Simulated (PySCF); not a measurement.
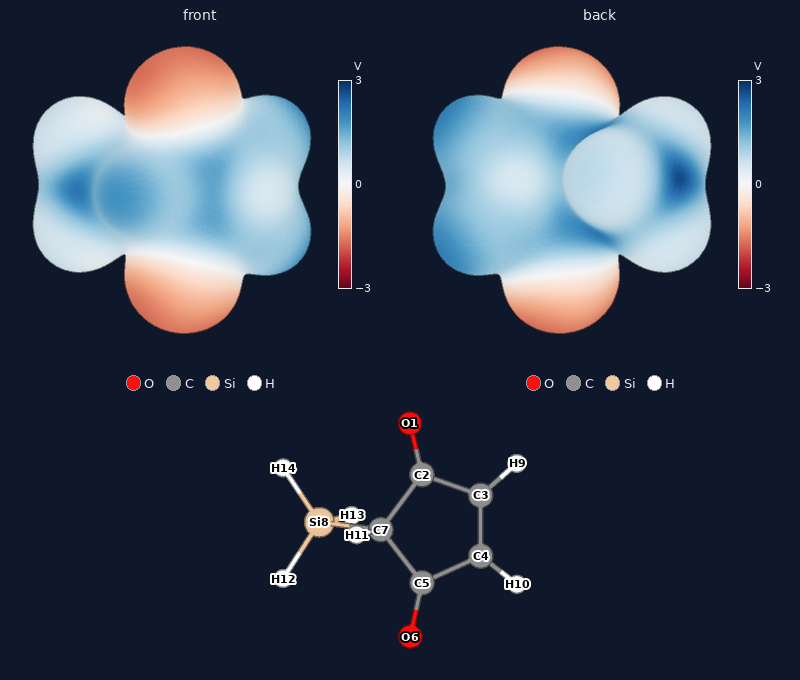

C$_{5}$H$_{6}$O$_{2}$Si (SMILES O=C1C=CC(=O)C1[SiH3]). The electrostatic potential painted on the density surface at 0.004 e/bohr³, seen from the front and from behind; red is negative and blue positive. The bare structure is drawn below in the same view.

Geometry: GFN2-xTB.

These are results of PySCF, PBE0/def2-SVPD, SCF density, gas phase, not measurements.

```xyz
14

O     0.7108    2.3404   -0.2187
C     0.7053    1.1511   -0.0188
C     1.7814    0.1901   -0.3791
C     1.5197   -1.0137    0.1306
C     0.2397   -0.9897    0.8875
O    -0.2068   -1.8796    1.5682
C    -0.3770    0.3488    0.6312
Si   -1.8473    0.1484   -0.6040
H     2.6372    0.4866   -0.9609
H     2.1174   -1.9054    0.0517
H    -0.7780    0.8162    1.5291
H    -2.8341   -0.7024    0.0509
H    -1.3155   -0.4802   -1.8146
H    -2.3534    1.4889   -0.8751
```

Where is the surface potential most negative and most positive?

The most negative region (about −1.6 V) lies over O1 and O6, the most positive (about +2.4 V) over Si8.

How polar is the molecule by this calculation?

Its dipole moment is 1.76 D.
